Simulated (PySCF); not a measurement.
# Excited-state calculation, with input and output: SiPH6Br

The run: excited-state calculation of SiPH6Br, SMILES [SiH3]Br.P. Method and program: TDDFT CAM-B3LYP/def2-SVPD, vertical, gas phase, core orbitals frozen in the response (PySCF 2.14.0).

The geometry comes from this level: PBE0-D3(BJ)/def2-SVPD.

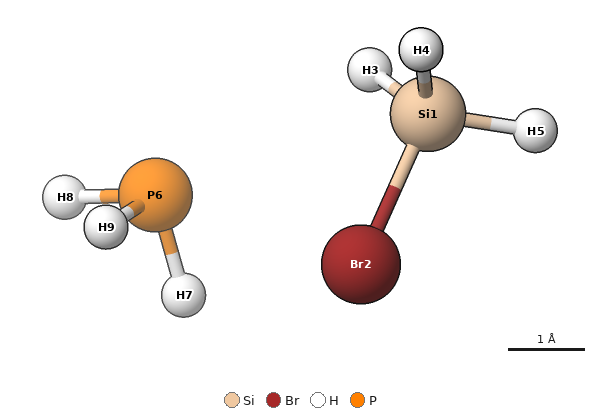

Figure 1. The input geometry (ball-and-stick view, seen at a tilt; atoms are numbered from 1 in the order of the input).

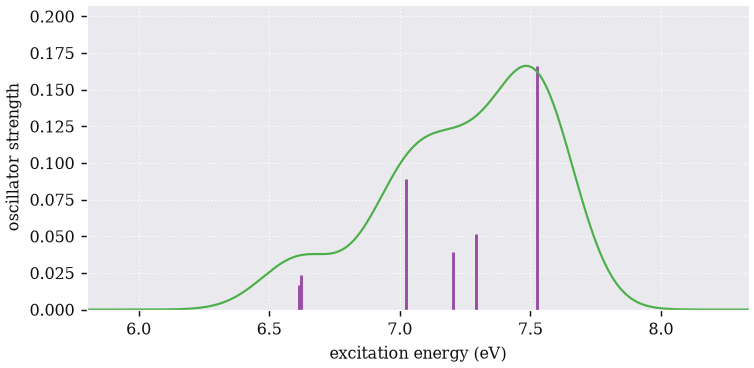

Figure 2. Computed excitations as sticks (degenerate states added up, dark ones marked on the axis), with a Gaussian envelope of 0.35 eV full width at half maximum, scaled to the tallest. Of the 6 states the lowest lies at 6.62 eV (f = 0.017); the strongest line is at 7.52 eV, or 165 nm (f = 0.166).

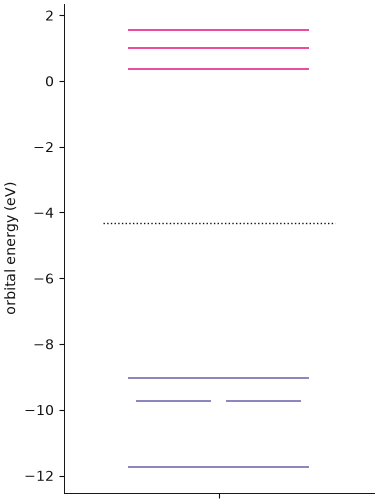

Figure 3. Orbital energies near the frontier; the dotted line parts filled from empty levels, and levels within 0.02 eV of each other stand side by side. Highest filled −9.03 eV, lowest empty 0.36 eV, 9.39 eV apart.

These pictures come from the run below.

**Input file**
```
{"job": {"kind": "uv", "xc": "CAM-B3LYP", "basis": "def2-SVPD", "nstates": 6, "ntriplets": 2}, "charge": 0, "multiplicity": 1, "parts": [{"atoms": "0-4", "charge": 0, "multiplicity": 1}, {"atoms": "5-8", "charge": 0, "multiplicity": 1}]}
Si    -0.267431     0.376420     0.038067
Br     1.183555    -1.323343     0.184248
H     -1.149062     0.131461    -1.132196
H     -1.047729     0.414036     1.303825
H      0.520685     1.626639    -0.130679
P     -0.850344    -2.944149    -2.490920
H      0.501145    -3.081931    -2.927472
H     -1.346323    -3.887281    -3.443972
H     -0.710228    -3.924055    -1.463409
```

The first line tells a small driver script what to run in PySCF; the rest is the geometry in Å.

Command:
```bash
OMP_NUM_THREADS=1 python <driver script> task.json out
```

**Output**
```
coarse grid: 34992 points
cycle   1  E = -3208.2291551453  dE = -1.396e+00  |g| = 2.378e-01  |ddm| = 2.826e+00
cycle   2  E = -3208.2409602184  dE = -1.181e-02  |g| = 1.489e-01  |ddm| = 6.283e-01
cycle   3  E = -3208.2485039450  dE = -7.544e-03  |g| = 3.402e-02  |ddm| = 2.733e-01
cycle   4  E = -3208.2487329322  dE = -2.290e-04  |g| = 8.634e-03  |ddm| = 4.638e-02
cycle   5  E = -3208.2487481010  dE = -1.517e-05  |g| = 1.382e-03  |ddm| = 1.886e-02
cycle   6  E = -3208.2487487136  dE = -6.126e-07  |g| = 3.449e-04  |ddm| = 2.936e-03
final grid: 69160 points
cycle   7  E = -3208.2487233985  dE = -5.045e-08  |g| = 2.414e-04  |ddm| = 1.446e-03
cycle   8  E = -3208.2487234057  dE = -7.178e-09  |g| = 1.900e-04  |ddm| = 5.092e-04
cycle   9  E = -3208.2487234106  dE = -4.913e-09  |g| = 1.174e-05  |ddm| = 1.785e-04
cycle  10  E = -3208.2487234106  dE = -6.321e-11  |g| = 4.546e-06  |ddm| = 2.685e-05
converged SCF energy = -3208.2487234106

Static polarisability (au): isotropic 80.226, principal 69.801 80.967 89.909

Singlet excitations
state   eV       nm        f      main configurations
  1   6.6151    187.4   0.01659   H-1->L 0.78, H-2->L 0.15
  2   6.6224    187.2   0.02348   H-2->L 0.74, H-1->L 0.16
  3   7.0226    176.6   0.08933   H->L 0.37, H->L+1 0.30, H->L+2 0.20
  4   7.2026    172.1   0.03938   H->L 0.41, H->L+2 0.34
  5   7.2918    170.0   0.05187   H->L+3 0.56, H->L+6 0.20, H->L+7 0.13
  6   7.5246    164.8   0.16620   H->L+1 0.27, H->L+8 0.27, H->L 0.13

Triplet excitations (Tamm-Dancoff, eV): 5.9147 5.9969

== part 1 alone, relaxed ==
coarse grid: 21160 points
cycle   1  E = -2865.1938273538  dE = -1.179e+00  |g| = 2.274e-01  |ddm| = 2.206e+00
cycle   2  E = -2865.2024996037  dE = -8.672e-03  |g| = 1.515e-01  |ddm| = 5.706e-01
cycle   3  E = -2865.2103708710  dE = -7.871e-03  |g| = 3.182e-02  |ddm| = 2.636e-01
cycle   4  E = -2865.2105323257  dE = -1.615e-04  |g| = 6.457e-03  |ddm| = 3.876e-02
cycle   5  E = -2865.2105405131  dE = -8.187e-06  |g| = 1.156e-03  |ddm| = 1.792e-02
final grid: 41120 points
cycle   6  E = -2865.2105016042  dE = -2.779e-07  |g| = 8.863e-04  |ddm| = 2.783e-03
cycle   7  E = -2865.2105016617  dE = -5.753e-08  |g| = 7.586e-04  |ddm| = 1.753e-03
cycle   8  E = -2865.2105017261  dE = -6.433e-08  |g| = 3.771e-05  |ddm| = 7.225e-04
cycle   9  E = -2865.2105017266  dE = -5.120e-10  |g| = 1.042e-05  |ddm| = 6.720e-05
converged SCF energy = -2865.2105017266

Static polarisability (au): isotropic 50.165, principal 44.949 44.950 60.596

Singlet excitations
state   eV       nm        f      main configurations
  1   6.6129    187.5   0.01893   H->L 0.94
  2   6.6131    187.5   0.01894   H-1->L 0.94
  3   7.7870    159.2   0.00350   H->L+1 0.93
  4   7.7872    159.2   0.00351   H-1->L+1 0.93
  5   8.1596    151.9   0.00000   H->L+3 0.28, H-1->L+2 0.28, H->L+2 0.19
  6   8.3534    148.4   0.00299   H-1->L+2 0.42, H->L+3 0.42

Triplet excitations (Tamm-Dancoff, eV): 6.1947 6.1948

== part 2 alone, relaxed ==
coarse grid: 3488 points
cycle   1  E = -342.9959470644  dE = -2.310e-01  |g| = 7.708e-02  |ddm| = 1.627e+00
cycle   2  E = -342.9988700352  dE = -2.923e-03  |g| = 3.595e-02  |ddm| = 2.493e-01
cycle   3  E = -342.9993360824  dE = -4.660e-04  |g| = 7.367e-03  |ddm| = 7.655e-02
cycle   4  E = -342.9993666125  dE = -3.053e-05  |g| = 1.896e-03  |ddm| = 2.221e-02
cycle   5  E = -342.9993682275  dE = -1.615e-06  |g| = 2.883e-04  |ddm| = 4.385e-03
final grid: 28048 points
cycle   6  E = -343.0370448801  dE = -6.950e-07  |g| = 2.039e-04  |ddm| = 6.728e-03
cycle   7  E = -343.0370448972  dE = -1.711e-08  |g| = 8.197e-05  |ddm| = 7.812e-04
cycle   8  E = -343.0370448999  dE = -2.640e-09  |g| = 2.689e-05  |ddm| = 2.406e-04
cycle   9  E = -343.0370449002  dE = -3.089e-10  |g| = 2.989e-06  |ddm| = 6.199e-05
converged SCF energy = -343.0370449002

Static polarisability (au): isotropic 29.592, principal 29.470 29.470 29.835

Singlet excitations
state   eV       nm        f      main configurations
  1   7.2096    172.0   0.13760   H->L 0.99
  2   7.3742    168.1   0.06975   H->L+1 0.93
  3   7.3742    168.1   0.06975   H->L+2 0.93
  4   9.7280    127.5   0.00000   H-2->L+1 0.49, H-1->L+2 0.49
  5   9.8277    126.2   0.02052   H->L+4 0.72, H->L+3 0.10
  6   9.8278    126.2   0.02050   H->L+3 0.72, H->L+4 0.10

Triplet excitations (Tamm-Dancoff, eV): 5.9549 5.9549
```

**Summary**

| quantity | value |
| --- | --- |
| outcome | converged |
| total energy | −3208.248723 hartree |
| HOMO | −9.03 eV |
| LUMO | 0.36 eV |
| dipole moment | 1.00 D |
| mean polarisability | 80.23 a.u. |
| lowest singlet excitation | 6.62 eV |
| hardware | 1 CPU thread, shared host |
| wall time | 16 s |
| peak memory | 0.65 GiB |

**Remarks**

Spin–orbit coupling is left out, which matters for the heavy atoms.
